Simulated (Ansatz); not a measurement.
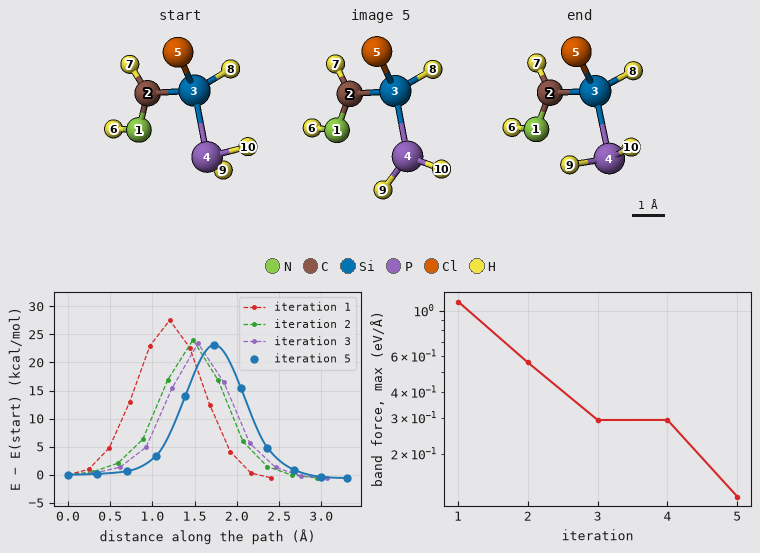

A nudged-elastic-band calculation for CH5ClNPSi. Images are numbered from 0 (start) to 10 (end). The plot follows the band through its iterations. The picture is a ball-and-stick view, seen from a free direction.

All numbers below come from Ansatz 0.2.0, RKS PBE0-D4/6-31G*.

Input
```yaml
crystal:
  periodic: [false, false, false]
  atoms:
    - { symbol: "N", position_ang: [-1.656212, 0.23079, 0.90341] }
    - { symbol: C, position_ang: [-0.586429, 0.923353, 0.868038] }
    - { symbol: Si, position_ang: [0.791415, 0.252243, -0.235875] }
    - { symbol: P, position_ang: [0.328435, -1.908427, -0.629791] }
    - { symbol: Cl, position_ang: [2.585603, 0.417601, 0.792736] }
    - { symbol: H, position_ang: [-2.366282, 0.661342, 1.505847] }
    - { symbol: H, position_ang: [-0.449651, 1.863609, 1.425794] }
    - { symbol: H, position_ang: [0.936152, 1.111749, -1.442746] }
    - { symbol: H, position_ang: [-0.764165, -1.597091, -1.484809] }
    - { symbol: H, position_ang: [1.264233, -2.006269, -1.699804] }
basis:
  gaussian: { orbitals: "6-31G*" }
hamiltonian:
  xc: pbe0
  dispersion: d4
neb:
  order_check: false
  images: 9
  f_tol: 0.2
  max_iterations: 60
  initial_path: idpp
  final_atoms:
    - { symbol: "N", position_ang: [-1.71750009, 0.3031764, 0.77666836] }
    - { symbol: C, position_ang: [-0.62058614, 0.95166488, 0.80001726] }
    - { symbol: Si, position_ang: [0.73114012, 0.35228311, -0.37578405] }
    - { symbol: P, position_ang: [-0.07788076, -1.44766072, -1.43541309] }
    - { symbol: Cl, position_ang: [2.43399574, 0.03325421, 0.77599628] }
    - { symbol: H, position_ang: [-2.39866842, 0.69091923, 1.43904581] }
    - { symbol: H, position_ang: [-0.43662733, 1.81427684, 1.46033938] }
    - { symbol: H, position_ang: [1.09601306, 1.41343118, -1.35174089] }
    - { symbol: H, position_ang: [-0.1350692, -2.24355435, -0.26102187] }
    - { symbol: H, position_ang: [1.20828201, -1.91889079, -1.82530719] }
```

Launched with:
```bash
ansatz run input.yaml --threads 2 --pin off --max-ram 3072MiB --backend cpu --events-out ev --progress --plain --runs-dir out
```

### Did the band converge, and can the barrier be trusted?

The run is converged, with reservations. The band converged in 5 iterations. The largest component of the band force went from 1.1 to 0.12 eV/Å. The climbing image converged on the top of the path. Its curvatures weren't checked. The force threshold is loose. The first iteration put the highest image at 27.5 kcal/mol. Forward barrier 23.1 kcal/mol, backward barrier 23.7 kcal/mol, with image 5 at the top; the reaction energy is −0.6 kcal/mol.

The run took 120 s on 2 threads of Intel(R) Xeon(R) Platinum 8488C (Sapphire Rapids) (shared host), peak memory 0.24 GiB.
